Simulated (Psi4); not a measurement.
# CHClFNSi (SMILES FC1=N[SiH]1Cl): HF/3-21G

What is the vertical ionisation energy of CHClFNSi at HF/3-21G? 

Program for the calculation: Psi4 1.11.

2 further runs of the same task are left out: 2 set aside as unsound or not needed.

### Step 1. The structure to begin with

CHClFNSi: 6 atoms, total charge 0, spin state singlet. As SMILES, `FC1=N[SiH]1Cl`. The coordinates come from a PBE0-D4/def2-TZVP relaxation.

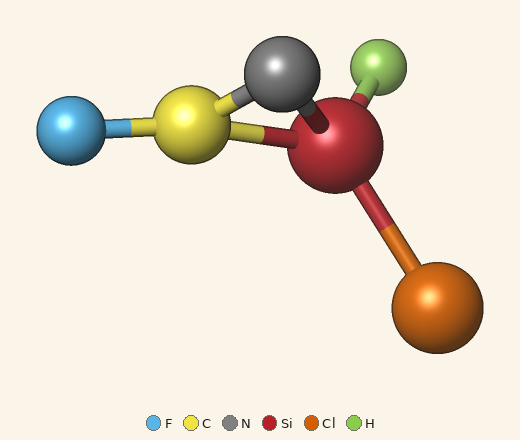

Viewed from a chosen angle; fluorine blue, carbon yellow, nitrogen grey, silicon red, chlorine orange, hydrogen green.

### Step 2. Energy and gradient at HF/3-21G

job.in reads:

```
memory 2200 mb

molecule m {
  0 1
  F      0.158300    -2.281300    -0.638700
  C      0.216600    -1.043700    -0.212100
  N      1.240300    -0.391700     0.161000
  Si    -0.233900     0.593200     0.234800
  Cl    -0.525700     2.070200    -1.116500
  H     -0.813600     0.989400     1.525400
  symmetry c1
  no_reorient
  no_com
}

set {
  reference     rhf
  puream        true
  e_convergence 1e-09
  d_convergence 1e-08
  scf_type      pk
}

e_tot, wfn = gradient('hf/3-21G', return_wfn=True)
oeprop(wfn, 'LOWDIN_CHARGES', 'WIBERG_LOWDIN_INDICES', 'MULLIKEN_CHARGES', title='HF')
print_variables()
```

Launch:

```console
$ psi4 job.in job.out -n 1
```

job.out:

```text
[...]
  Running in c1 symmetry.
[...]
  Nuclear repulsion =  257.916144657430209
[...]
  Multiplicity = 1
[...]
  Nalpha       = 27
  Nbeta        = 27
[...]
    Number of basis functions: 55
[...]
   @RHF iter   1:  -935.81523758647677   -2.05307e-01   7.81692e-03 ADIIS/DIIS
[...]
   @RHF iter  13:  -935.91648129406030   -5.68434e-13   5.84486e-09 DIIS
[...]
    Orbital Energies [Eh]
    ---------------------
    Doubly Occupied:
       1A   -104.134045     2A    -68.424516     3A    -26.222363
       4A    -15.538497     5A    -11.347526     6A    -10.530887
       7A     -7.994053     8A     -7.989796     9A     -7.989729
      10A     -6.233547    11A     -4.332096    12A     -4.328898
      13A     -4.326816    14A     -1.665596    15A     -1.325738
      16A     -1.149928    17A     -0.837737    18A     -0.795352
      19A     -0.723322    20A     -0.695834    21A     -0.663633
      22A     -0.587969    23A     -0.563794    24A     -0.518148
      25A     -0.491819    26A     -0.467245    27A     -0.404864
[...]
  @RHF Final Energy:  -935.91648129406030
   => Energetics <=
    Nuclear Repulsion Energy =            257.9161446574302090
    One-Electron Energy =               -1807.0977561965946734
    Two-Electron Energy =                 613.2651302451040465
    Total Energy =                       -935.9164812940603042
[...]
 Multipole Moments:
 ------------------------------------------------------------------------------------
     Multipole            Electronic (a.u.)      Nuclear  (a.u.)        Total (a.u.)
 ------------------------------------------------------------------------------------
 L = 1.  Multiply by 2.5417464519 to convert [e a0] to [Debye]
 Dipole X            :          2.1473864           -3.0588997           -0.9115132
 Dipole Y            :        -28.0452270           28.2548071            0.2095800
 Dipole Z            :         38.6248643          -37.9113076            0.7135567
 Magnitude           :                                                    1.1764112
[...]
  -Total Gradient:
     Atom            X                  Y                   Z
    ------   -----------------  -----------------  -----------------
       1        0.005242719859     0.014052908591     0.005005324469
       2       -0.016743560256     0.019227108697     0.004844196521
       3       -0.015975055031     0.011095505598     0.000314731474
       4        0.020055341401    -0.012102931388    -0.046153738895
       5        0.007807089099    -0.034003746048     0.032258546070
       6       -0.000386535069     0.001731154514     0.003730940366
[...]
  Mulliken Charges: (a.u.)
   Center  Symbol    Alpha    Beta     Spin     Total
       1     F     4.68198  4.68198  0.00000 -0.36396
       2     C     2.85143  2.85143  0.00000  0.29714
       3     N     3.80505  3.80505  0.00000 -0.61010
       4    SI     6.37972  6.37972  0.00000  1.24055
       5    CL     8.71026  8.71026  0.00000 -0.42051
       6     H     0.57156  0.57156  0.00000 -0.14312
   Total alpha = 27.00000, Total beta = 27.00000, Total charge = -0.00000
  Lowdin Charges: (a.u.)
   Center  Symbol    Alpha    Beta     Spin     Total
[...]
```

It took 5.4 s on 1 thread of Intel Xeon Platinum 8259CL at 2.50GHz (Skylake/Cascade Lake), shared host; peak memory 0.2 GiB.

### Step 3. The doublet cation: the energy at UHF/3-21G

input.inp reads:

```
memory 2200 MB

molecule mol {
  1 2
  F
  C 1 R2
  N 2 R3 1 A3
  Si 2 R4 3 A4 1 D4
  Cl 4 R5 2 A5 3 D5
  H 4 R6 2 A6 3 D6

  R2 = 1.310359
  R3 = 1.269752
  A3 = 128.06143
  R4 = 1.755594
  A4 = 69.71529
  D4 = -178.74288
  R5 = 2.023039
  A5 = 123.20994
  D5 = 99.35372
  R6 = 1.469243
  A6 = 125.1896
  D6 = -99.10552
  units angstrom
  symmetry c1
  no_reorient
  no_com
}

set basis 3-21G
set reference uhf
set puream true
set e_convergence 1e-09
set d_convergence 1e-08
set scf_type pk
set maxiter 100

energy_value, wavefunction = energy('hf', return_wfn=True)
oeprop(wavefunction, 'LOWDIN_CHARGES', 'DIPOLE', 'MAYER_INDICES', title='HF')
```

Launch:

```console
$ psi4 input.inp input.out -n 1
```

input.out:

```text
[...]
  Running in c1 symmetry.
[...]
  Nuclear repulsion =  257.916157043417343
[...]
  Multiplicity = 2
[...]
  Nalpha       = 27
  Nbeta        = 26
[...]
    Number of basis functions: 55
[...]
   @UHF iter   1:  -935.42355176330079    1.86379e-01   8.08469e-03 DIIS/ADIIS
[...]
   @UHF iter  23:  -935.57834797919918   -1.05729e-11   5.78900e-09 DIIS
[...]
   @S^2 Observed:                8.368772317E-01
[...]
    Orbital Energies [Eh]
    ---------------------
    Alpha Occupied:
       1A   -104.338599     2A    -68.687781     3A    -26.490040
       4A    -15.894543     5A    -11.638017     6A    -10.734455
       7A     -8.196621     8A     -8.193266     9A     -8.192443
      10A     -6.494413    11A     -4.591941    12A     -4.588697
      13A     -4.588381    14A     -1.922503    15A     -1.656444
      16A     -1.351998    17A     -1.117631    18A     -1.086309
      19A     -0.994527    20A     -0.968986    21A     -0.927354
      22A     -0.855724    23A     -0.836833    24A     -0.770704
      25A     -0.738871    26A     -0.695293    27A     -0.686578
    Alpha Virtual:
[...]
  @UHF Final Energy:  -935.57834797919918
   => Energetics <=
    Nuclear Repulsion Energy =            257.9161570434173427
    One-Electron Energy =               -1793.6679322574132129
    Two-Electron Energy =                 600.1734272347966908
    Total Energy =                       -935.5783479791991795
  UHF NO Occupations:
  HONO-2 :   25  A 1.9959430
  HONO-1 :   26  A 1.9618495
[...]
 Multipole Moments:
 ------------------------------------------------------------------------------------
     Multipole            Electronic (a.u.)      Nuclear  (a.u.)        Total (a.u.)
 ------------------------------------------------------------------------------------
 L = 1.  Multiply by 2.5417464519 to convert [e a0] to [Debye]
 Dipole X            :          0.7233499           -2.1430174           -1.4196675
 Dipole Y            :         -0.3148637            0.2635136           -0.0513501
 Dipole Z            :         -2.2574243            2.2144746           -0.0429497
 Magnitude           :                                                    1.4212450
[...]
```

Wall time 3.9 s (1 thread of Intel Xeon Platinum 8259CL at 2.50GHz (Skylake/Cascade Lake), shared host); peak memory 0.2 GiB.

### Step 4. Outcome

At HF/3-21G:

| quantity | value |
| --- | --- |
| singlet CHClFNSi: total energy | -935.91648 Eh |
| singlet CHClFNSi: dipole moment | 2.99 D |
| singlet CHClFNSi: HOMO energy | -11.02 eV |
| singlet CHClFNSi: LUMO energy | 2.45 eV |
| singlet CHClFNSi: HOMO–LUMO gap | 13.46 eV |
| singlet CHClFNSi: largest force on an atom | 2.661 eV/Å |
| doublet cation: total energy | -935.57835 Eh |
| doublet cation: HOMO energy (highest over α and β) | -18.68 eV |
| doublet cation: LUMO energy (lowest over α and β) | -7.45 eV |
| doublet cation: ⟨S²⟩ | 0.837 |
| vertical ionisation energy (to the doublet cation) | 9.201 eV |

Removing an electron at fixed nuclei costs 9.20 eV (888 kJ/mol). The largest force (singlet CHClFNSi) is 2.66 eV/Å: the shape isn't a stationary point for this species at this level. The negative HOMO energy of the first species, 11.02 eV, lies 1.82 eV above that difference. Mulliken charges (singlet CHClFNSi) run from -0.61 on N3 to +1.24 on Si4.
